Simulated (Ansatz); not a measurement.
# SiH$_{4}$O: frequency calculation

System: SiH$_{4}$O.
Method: RKS PBE/def2-SVP (Ansatz 0.2.0).

It belongs to a series of runs on one base structure; here: vibrations at the highest image of the band. Figures and captions count atoms from 1; the log counts them from 0 in places.

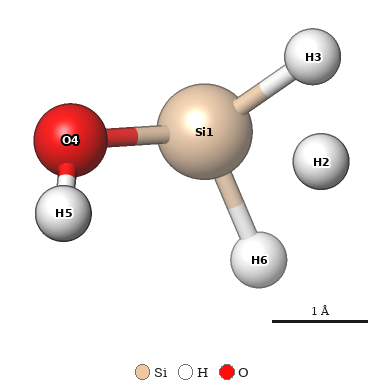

*The structure (ball-and-stick view, seen at a tilt; atoms are numbered from 1 in the order of the input).*

## Summary

- outcome: converged
- total energy: −9977.2424 eV
- mean-field energy: −9977.2424 eV
- largest force (length of the vector): 0.032 eV/Å
- hardware: 1 thread of Arm Neoverse V2, 24 GiB of memory available, shared host
- wall time: 18 s
- peak memory: 0.07 GiB

## The input
```yaml
crystal:
  periodic: [false, false, false]
  atoms:
    - { symbol: Si, position_ang: [0.278459, -0.047655, -0.544565] }
    - { symbol: H, position_ang: [0.415713, -0.107329, 1.173415] }
    - { symbol: H, position_ang: [1.384797, 0.180937, 0.496279] }
    - { symbol: O, position_ang: [-0.736115, 1.281001, -0.777637] }
    - { symbol: H, position_ang: [-1.53598, 1.313029, -0.223351] }
    - { symbol: H, position_ang: [-0.452874, -1.300385, -0.125241] }
basis:
  gaussian: { orbitals: def2-SVP }
hamiltonian:
  xc: pbe
phonons: {}
```

Command:
```bash
ansatz run input.yaml --threads 1 --pin off --max-ram 2048MiB --backend cpu --events-out ev --progress --plain --runs-dir out
```

## What the program printed
```
Engine: ansatz 0.2.0, aarch64-unknown-linux-gnu
Functional definition: PBE
  parameter kappa = 0.804
  parameter beta = 0.06672455060314922
  exchange = pbe_x(kappa = kappa, mu = beta*pi^2/3)
  correlation = pbe_c(beta = beta)
571 factors; their error is unknown
mean field evaluation 1: about -9972.4149 eV, gradient 5.2e1 eV
mean field evaluation 2: about -9939.0822 eV, gradient 1.3e2 eV
mean field evaluation 4: about -9976.6101 eV, gradient 1.1e1 eV
mean field evaluation 8: about -9977.2796 eV, gradient 1.3e-1 eV
mean field evaluation 16: about -9977.2424 eV, gradient 3.9e-5 eV
mean field -9977.24236596 eV, -366.6568941311 hartree, gradient 3.9e-5 eV, S^2 0.000000; 0 other end points of the search recorded, 0 dependent functions left out
the calculation of the forces begins
reference -9977.24239458 eV, -366.6568951829 hartree; 13, 13 occupied and 39, 39 virtual orbitals, 571 factors
these checks for a lower state are left out or cut short: stability, starts, cluster_reference, orbital_swaps, neighbouring_geometries, increment
571 factors; their error is unknown
mean field -9977.24225340 eV, -366.6568899946 hartree, gradient 2.0e-6 eV, S^2 0.000000; 0 other end points of the search recorded, 0 dependent functions left out
[... from here on the field's lines of each further geometry are left out, up to the last ...]
the calculation of the forces begins
reference -9977.24239197 eV, -366.6568950872 hartree; 13, 13 occupied and 39, 39 virtual orbitals, 571 factors
these checks for a lower state are left out or cut short: stability, starts, cluster_reference, orbital_swaps, neighbouring_geometries, increment
571 factors; their error is unknown
mean field -9977.24235971 eV, -366.6568939016 hartree, gradient 1.6e-6 eV, S^2 0.000000; 0 other end points of the search recorded, 0 dependent functions left out
the calculation of the forces begins
reference -9977.24238833 eV, -366.6568949533 hartree; 13, 13 occupied and 39, 39 virtual orbitals, 571 factors
WARN: phonons: modes at or below zero, which the zero-point energy, F, S and C_V leave out: 1, the lowest at -1091.53 cm⁻¹. A minimum has none, and a first-order saddle one
Total energy: -9977.24239458 eV, -366.6568951829 hartree
Atom 0 at     0.278459    -0.047655    -0.544565 Å, force    -0.011262     0.010317    -0.001805 eV/Å
Atom 1 at     0.415713    -0.107329     1.173415 Å, force     0.001936    -0.003027     0.000535 eV/Å
Atom 2 at     1.384797     0.180937     0.496279 Å, force     0.006571     0.000143     0.005654 eV/Å
Atom 3 at    -0.736115     1.281001    -0.777637 Å, force    -0.024243    -0.001836     0.011788 eV/Å
Atom 4 at    -1.535980     1.313029    -0.223351 Å, force     0.026800     0.000281    -0.016906 eV/Å
Atom 5 at    -0.452874    -1.300385    -0.125241 Å, force     0.000198    -0.005879     0.000733 eV/Å
Dipole moment:    -0.196492    -0.047910     0.225735 e Å
Vibrations: -1091.53 351.17 576.25 627.73 683.56 799.84 925.17 1029.38 1476.52 2087.99 2134.87 3739.90 cm⁻¹, zero-point energy 0.894695 eV
```

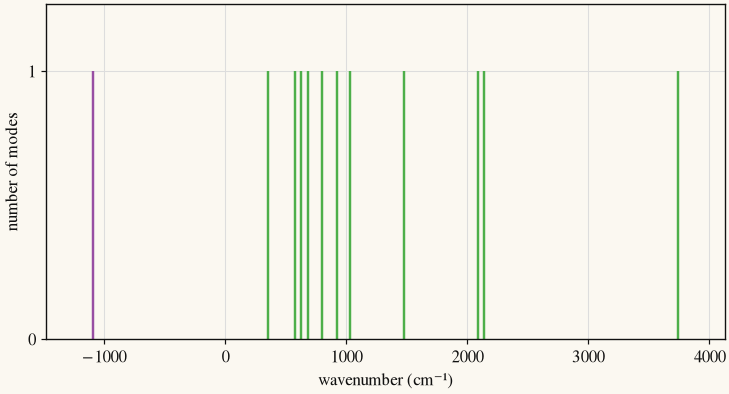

*Harmonic vibrational wavenumbers from the force constants; neighbouring modes closer than 22 cm⁻¹ are counted in one stick, and imaginary ones are drawn at negative wavenumbers.*

12 modes from 1092i to 3740 cm⁻¹, 1 imaginary beyond 8i (1092i cm⁻¹): a first-order saddle point, if the geometry is stationary.
